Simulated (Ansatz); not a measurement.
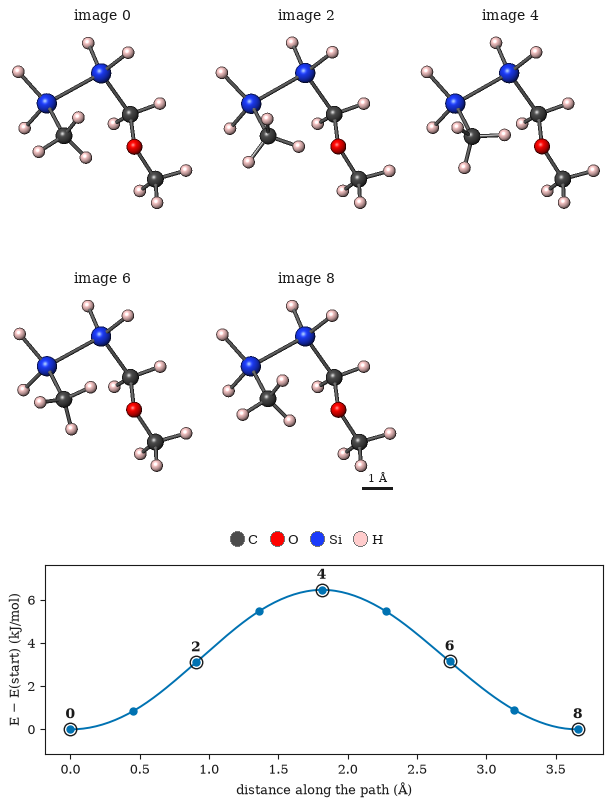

NEB run on C3H12OSi2. Images are numbered from 0 (start) to 8 (end). Style: ball-and-stick. Shown from a free direction.

Theory: RKS PBE0-D4/6-31G* (Ansatz 0.2.0).

Input file:
```yaml
crystal:
  periodic: [false, false, false]
  atoms:
    - { symbol: C, position_ang: [1.549224, -1.036692, 1.91482] }
    - { symbol: O, position_ang: [0.912447, -0.283123, 0.916725] }
    - { symbol: C, position_ang: [1.529989, -0.433301, -0.345794] }
    - { symbol: Si, position_ang: [0.548288, 0.631341, -1.585826] }
    - { symbol: Si, position_ang: [-1.728772, 0.246605, -1.223449] }
    - { symbol: C, position_ang: [-2.291402, 0.963873, 0.427423] }
    - { symbol: H, position_ang: [2.597882, -0.726999, 2.047074] }
    - { symbol: H, position_ang: [1.53282, -2.112797, 1.680166] }
    - { symbol: H, position_ang: [1.006984, -0.866614, 2.848676] }
    - { symbol: H, position_ang: [1.517179, -1.490818, -0.663444] }
    - { symbol: H, position_ang: [2.589525, -0.127351, -0.303946] }
    - { symbol: H, position_ang: [0.978498, 0.248775, -2.96571] }
    - { symbol: H, position_ang: [0.893928, 2.071174, -1.389284] }
    - { symbol: H, position_ang: [-1.954103, -1.231941, -1.252513] }
    - { symbol: H, position_ang: [-2.526854, 0.827731, -2.347724] }
    - { symbol: H, position_ang: [-2.195246, 2.054654, 0.430201] }
    - { symbol: H, position_ang: [-3.336016, 0.710802, 0.635763] }
    - { symbol: H, position_ang: [-1.661572, 0.565982, 1.228544] }
basis:
  gaussian: { orbitals: "6-31G*" }
hamiltonian:
  xc: pbe0
  dispersion: d4
neb:
  order_check: false
  images: 7
  f_tol: 0.03
  max_iterations: 60
  initial_path: idpp
  final_atoms:
    - { symbol: C, position_ang: [1.5041285, -1.09625623, 1.91798199] }
    - { symbol: O, position_ang: [0.89532843, -0.31676314, 0.92190858] }
    - { symbol: C, position_ang: [1.52003357, -0.47240412, -0.33697935] }
    - { symbol: Si, position_ang: [0.57928705, 0.63090779, -1.57446457] }
    - { symbol: Si, position_ang: [-1.71056491, 0.30570757, -1.23592319] }
    - { symbol: C, position_ang: [-2.26836855, 1.02115451, 0.41743169] }
    - { symbol: H, position_ang: [2.55866066, -0.81357674, 2.06362012] }
    - { symbol: H, position_ang: [1.46412773, -2.16919659, 1.67110794] }
    - { symbol: H, position_ang: [0.95732154, -0.92338736, 2.84864634] }
    - { symbol: H, position_ang: [1.48036697, -1.5262647, -0.66441] }
    - { symbol: H, position_ang: [2.58729731, -0.19656414, -0.28282238] }
    - { symbol: H, position_ang: [1.01026458, 0.25255203, -2.95533172] }
    - { symbol: H, position_ang: [0.96223796, 2.05887462, -1.36115659] }
    - { symbol: H, position_ang: [-1.97699236, -1.16577199, -1.28304249] }
    - { symbol: H, position_ang: [-2.4808228, 0.92061711, -2.36184779] }
    - { symbol: H, position_ang: [-3.32319384, 0.80077289, 0.61141778] }
    - { symbol: H, position_ang: [-1.66075841, 0.5927379, 1.22045884] }
    - { symbol: H, position_ang: [-2.13555443, 2.10816159, 0.43510679] }
```

Launched with:
```bash
ansatz run input.yaml --threads 2 --pin off --max-ram 3072MiB --backend cpu --events-out ev --progress --plain --runs-dir out
```

Question: Describe the mechanism and the energy profile.

Answer: The barrier is about 6.5 kJ/mol in both directions, with image 4 at the top; the ends have the same energy. The motion is a rotation about the C–Si bond by about 120°. No bond forms or breaks between the ends. The band converged in 4 iterations. The largest component of the band force went from 0.46 to 0.029 eV/Å. The climbing image converged on the top of the path. Its vibrational analysis gives one imaginary mode (164i cm⁻¹), as a transition state must have.
